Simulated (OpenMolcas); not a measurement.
## WH$_{2}$O$_{4}$: excited-state calculation

- system: WH$_{2}$O$_{4}$
- method: CASPT2/ANO-RCC-VDZ, DKH2 (OpenMolcas 26.06)

The geometry comes from this level: PBE0-D4/def2-TZVP.

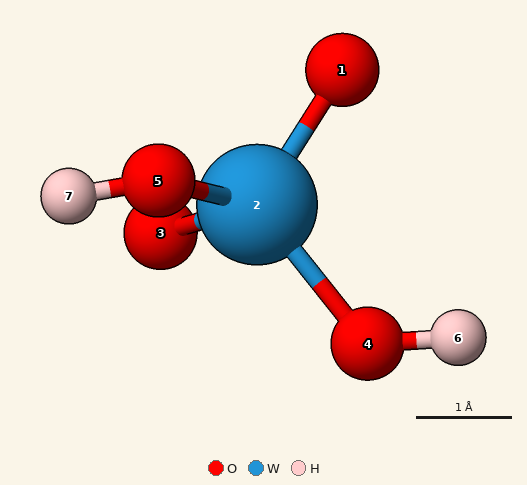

Figure 1. The structure (ball-and-stick view, seen at a tilt; atoms are numbered from 1 in the order of the input). Sticks mark near contacts. Bond lengths as drawn: H–O 0.96 Å and O–W 1.70 to 1.88 Å.

What the run reported

```csv
quantity,value
outcome,refused by the program
basis functions,99
hardware,"1 thread of Arm Neoverse N1, 98 GiB of memory available, shared host"
```

Some settings of this run were drawn to be unusual or wrong (dras set to 99 (from default)). The program refused the input.

Input file
```
>>> EXPORT MOLCAS_PRINT=2

&GATEWAY
 COORD
 7
 angstrom
 O       -1.405490       1.320440       0.101460
 W       -0.074460       0.262990       0.223380
 O        0.838560       0.682730       1.599940
 O       -0.678990      -1.507810       0.417510
 O        0.980910       0.441080      -1.323670
 H       -1.588940      -1.793310       0.309900
 H        1.928400       0.593870      -1.328530
 BASIS = ANO-RCC-VDZ
 GROUP = NoSym
 RICD

&SEWARD

&RASSCF
 FILEORB = $CurrDir/step2.RasOrb
 SPIN = 1
 NACTEL = 6 0 0
 INACTIVE = 51
 RAS2 = 104
 CIROOT = 3 3 1
 ORBLISTING = Nothing

&CASPT2
 MULTISTATE = all
```

Command:
```bash
export MOLCAS_MEM=1860
pymolcas step10.input > step10.log
```

The program's output
```
--- Start Module: gateway ---

                                              &GATEWAY

                       available to each process: 1.9 GB of memory, 1 thread

++    Symmetry information:
      ---------------------

                    Character Table for C1

                             E
                    a        1  x, y, xy, Rz, z, xz, Ry, yz, Rx, I
--

++    Basis set information:
      ----------------------

      Basis set label: O.ANO-RCC...3S2P.

      Electronic valence basis set:
      ------------------
      Associated Effective Charge   8.000000 au
      Associated Actual Charge      8.000000 au
      Nuclear Model: Point charge

      Shell  nPrim  nBasis  Cartesian Spherical Contaminant
         s      14       3        X
         p       9       2        X

      Basis set label: W.ANO-RCC...7S6P4D2F.

      Electronic valence basis set:
      ------------------
      Associated Effective Charge  74.000000 au
      Associated Actual Charge     74.000000 au
      Nuclear Model: Point charge

      Shell  nPrim  nBasis  Cartesian Spherical Contaminant
         s      24       7        X
         p      21       6        X
         d      15       4                 X
         f      11       2                 X

      Basis set label: O.ANO-RCC...3S2P.

      Electronic valence basis set:
      ------------------
      Associated Effective Charge   8.000000 au
      Associated Actual Charge      8.000000 au
      Nuclear Model: Point charge

      Shell  nPrim  nBasis  Cartesian Spherical Contaminant
         s      14       3        X
         p       9       2        X

      Basis set label: H.ANO-RCC...2S.

      Electronic valence basis set:
      ------------------
      Associated Effective Charge   1.000000 au
      Associated Actual Charge      1.000000 au
      Nuclear Model: Point charge

      Shell  nPrim  nBasis  Cartesian Spherical Contaminant
         s       8       2        X
--

++    Molecular structure info:
      -------------------------

                    ************************************************
                    **** Cartesian Coordinates / bohr, angstrom ****
                    ************************************************

     Center  Label                x              y              z                     x              y              z
        1      O1              -2.655991       2.495270       0.191732             -1.405490       1.320440       0.101460
        2      W2              -0.140709       0.496979       0.422127             -0.074460       0.262990       0.223380
        3      O3               1.584649       1.290173       3.023448              0.838560       0.682730       1.599940
        4      O4              -1.283105      -2.849348       0.788980             -0.678990      -1.507810       0.417510
        5      O5               1.853651       0.833520      -2.501374              0.980910       0.441080      -1.323670
        6      H6              -3.002661      -3.388865       0.585626             -1.588940      -1.793310       0.309900
        7      H7               3.644148       1.122252      -2.510558              1.928400       0.593870      -1.328530

                    ***************************************
                    *    InterNuclear Distances / bohr    *
                    ***************************************

               1 O1            2 W2            3 O3            4 O4            5 O5            6 H6
    1 O1       0.000000
    2 W2       3.220698        0.000000
    3 O3       5.239648        3.220697        0.000000
    4 O4       5.550357        3.554934        5.509310        0.000000
    5 O5       5.509184        3.554939        5.550185        5.850571        0.000000
    6 H6       5.907485        4.828798        6.991408        1.813644        7.137358        0.000000
    7 H7       6.991373        4.828742        5.907196        7.137112        1.813651        8.609100

               7 H7
    7 H7       0.000000

                    *******************************************
                    *    InterNuclear Distances / angstrom    *
                    *******************************************

               1 O1            2 W2            3 O3            4 O4            5 O5            6 H6
    1 O1       0.000000
    2 W2       1.704320        0.000000
    3 O3       2.772702        1.704319        0.000000
    4 O4       2.937122        1.881190        2.915401        0.000000
    5 O5       2.915334        1.881193        2.937031        3.095989        0.000000
    6 H6       3.126106        2.555290        3.699694        0.959739        3.776927        0.000000
    7 H7       3.699675        2.555260        3.125953        3.776797        0.959743        4.555739

               7 H7
    7 H7       0.000000
--

            Nuclear Potential Energy            816.95611191 au

--- Stop Module: gateway /rc=_RC_ALL_IS_WELL_ ---
--- Module gateway spent 39 seconds ---

--- Start Module: seward ---

                                              &SEWARD

                       available to each process: 1.9 GB of memory, 1 thread

               SEWARD will generate:
                  Multipole Moment integrals up to order  2
                  Kinetic Energy integrals
                  Nuclear Attraction integrals (point charge)
                  One-Electron Hamiltonian integrals
                  Velocity integrals
                  Relativistic Douglas-Kroll-Hess integrals:
                    - Parametrization         : EXP
                    - DKH order of Hamiltonian: 2
                    - DKH order of Properties : 0
                         - multipole moment operators
                         - electric potential operators
                         - contact operators
                  Orbital angular momentum around ( -0.1330   0.4699   0.3991 )
                  Velocity quadrupole around ( -0.1330   0.4699   0.3991 )
                  Atomic mean-field integrals
                  RI decomposed two-electron repulsion integrals stored Cholesky style
                   - acCD auxiliary basis
                   - CD Threshold:   1.00E-04

                   Integrals are discarded if absolute value <: 1.00E-14
                   Integral cutoff threshold is set to       <: 1.00E-16

            Nuclear Potential Energy            816.95611191 au

      Basis set specifications :
      Symmetry species         a
      Basis functions           99

--- Stop Module: seward /rc=_RC_ALL_IS_WELL_ ---
--- Module seward spent 11 seconds ---

--- Start Module: rasscf ---

                                              &RASSCF

                       available to each process: 1.9 GB of memory, 1 thread

 *************** ERROR ***************
 ###############################################################################
 ###    ERROR: Too many active orbitals.                                     ###
 ###############################################################################
 Too many active orbitals NAC=     104
 Limit is MXACT=     100
 *************************************
--- Stop Module: rasscf /rc=_RC_INPUT_ERROR_ ---

.####################.
.# User input error #.
.####################.

    Timing: Wall=51.06 User=48.94 System=2.06
```
